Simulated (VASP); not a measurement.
Band structure of WSb (relaxed from the CsCl type structure, space group Pm-3m). Level of theory: PBEsol GGA, VASP's PBE PAW potentials (set 64) (plane waves; VASP).

Unless said otherwise, spin-orbit coupling is left out, though it shifts the bands of the heavy elements here.

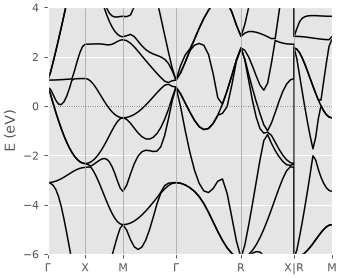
Figure: Bands along high-symmetry lines, zero at the valence-band maximum or, without a gap, the Fermi level

**Question.** Read the plot: is there a gap, and where are the band edges?

**Answer.** It has no gap at this level: it comes out as a metal or semimetal. (Edges off the drawn lines would not show.)

The structure was generated: WSb was put into the CsCl type type (Pm-3m), which need not be its known phase. It was relaxed first, which changed the volume by -40 %. The electron count is odd and the run is not spin-polarised, which forces a metal.
